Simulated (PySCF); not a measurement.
## A study: H$_{6}$OSi$_{2}$, SMILES `[SiH3]O[SiH3]`

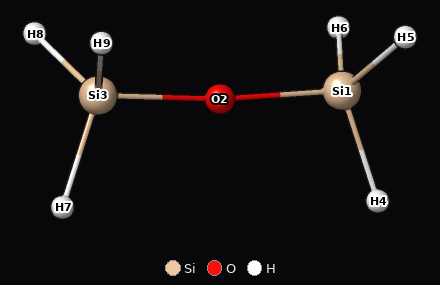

The molecule, with its atoms numbered as below. No frequency check shows the geometry to be a minimum.

Geometry (Å), atoms numbered from 1:

```
Si1     -1.6145    0.0118    0.0001
O2      -0.0000   -0.0631   -0.0004
Si3      1.6145    0.0118    0.0001
H4      -2.0844   -1.3718    0.0073
H5      -2.0093    0.7232   -1.2144
H6      -2.0093    0.7354    1.2073
H7       2.0844   -1.3718    0.0068
H8       2.0093    0.7354    1.2074
H9       2.0093    0.7233   -1.2143
```

Part 1: In an electric field

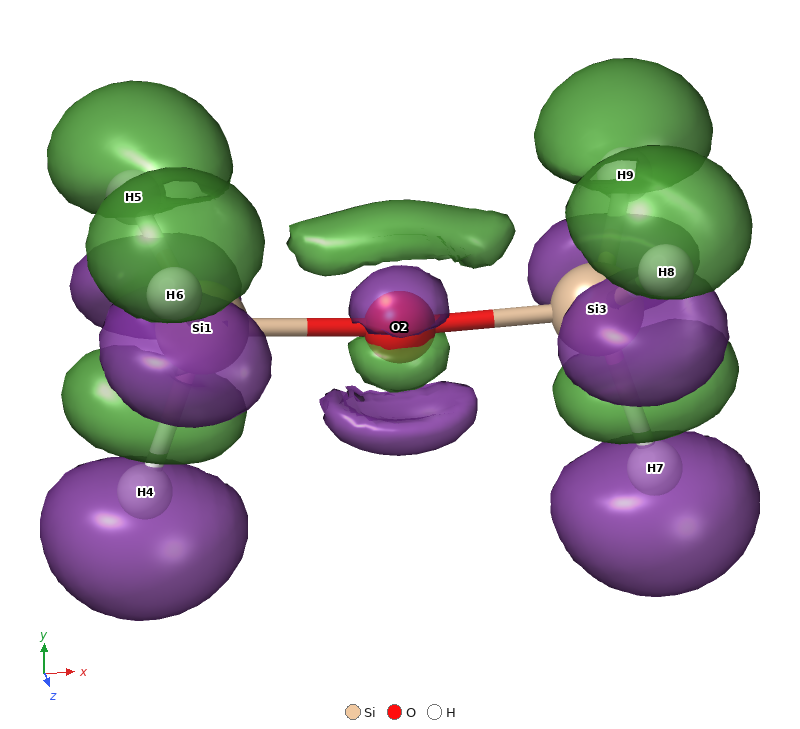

Change of the electron density in a uniform field of 0.26 V/Å, surfaces at ±0.002 e/Å³ (purple: gain, green: loss).

Method: B3LYP/aug-cc-pVDZ; geometry: GFN2-xTB; program: PySCF.

> Along which Cartesian direction does the field point?

Along +y: electrons gather on the −y side, against the field.

> How large is the response?

The induced dipole is 0.70 D (along the field); α along this axis, from the fields in both directions, is 55 bohr³ (8.1 Å³).

> Which atoms gain and lose the most charge?

Electrons gather most on H4 and H7 alike (Hirshfeld charge changes by −0.013 e) and leave H5, H6, H8 and H9 alike most (+0.006 e); 0.070 electrons are displaced in all.

Part 2: Localised orbitals

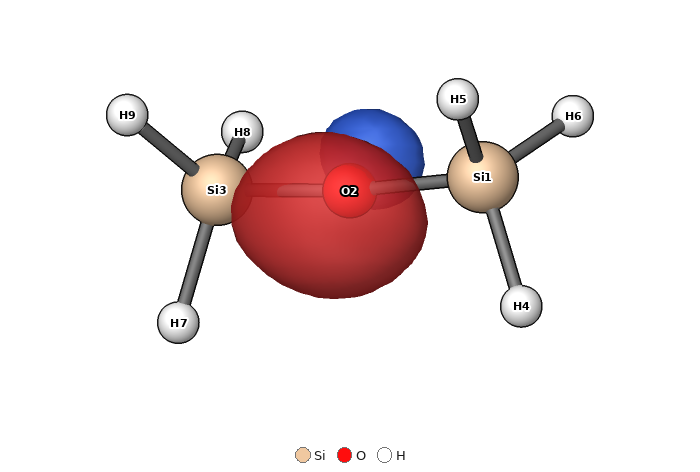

Foster–Boys orbitals, occupied; each surface holds about 80 % of the orbital's density. Energies are diagonal elements of the Fock matrix.

PySCF calculation, ωB97X/def2-SVPD, gas phase; geometry: GFN2-xTB.

> What does this orbital represent?

Lone pair on O2 (sp4.6-type) (O2 90 %, Si1 5 %, Si3 5 %; −16.4 eV).

Part 3: Stretching a bond

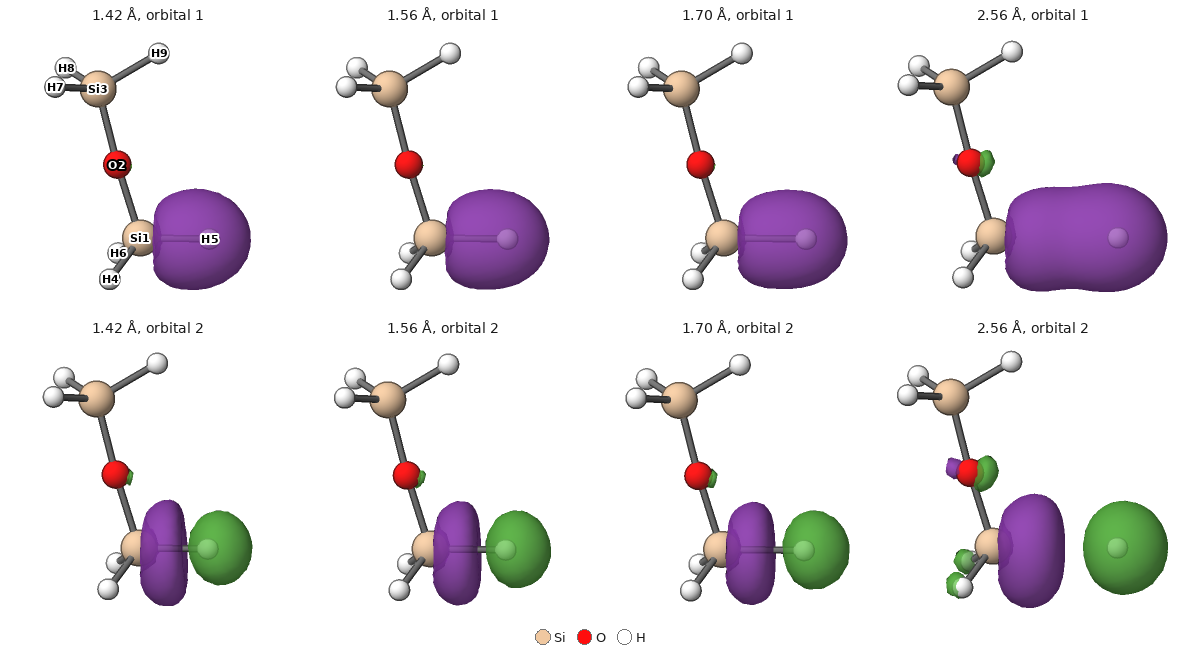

Rigid stretch of the Si1–H5 bond. The two CASSCF(2,2) natural orbitals nearest half filling (orbital 1 the more occupied).

PySCF calculation, def2-SVP basis, gas phase; geometry: GFN2-xTB.

> How do the occupations change along the stretch?

1.42 Å: 1.98 and 0.02; 1.56 Å: 1.98 and 0.02; 1.70 Å: 1.97 and 0.03; 2.56 Å: 1.80 and 0.20. At the longest distance computed (3.98 Å) they are 1.20 and 0.80, and the effective number of unpaired electrons is 1.8.

> Where does the UHF solution part from RHF?

Between 1.92 Å (⟨S²⟩ = 0, the two coincide) and 2.20 Å (⟨S²⟩ = 0.05); at 3.98 Å ⟨S²⟩ is 0.99 and UHF lies 3.3 eV below RHF.

> How much energy does the stretch cost?

By CASSCF, 3.7 eV from the lowest point of the scan (1.56 Å) to 3.98 Å; RHF gives 6.6 eV from its own lowest point. The fragments aren't relaxed and dynamic correlation is missing, so this isn't a bond dissociation energy.
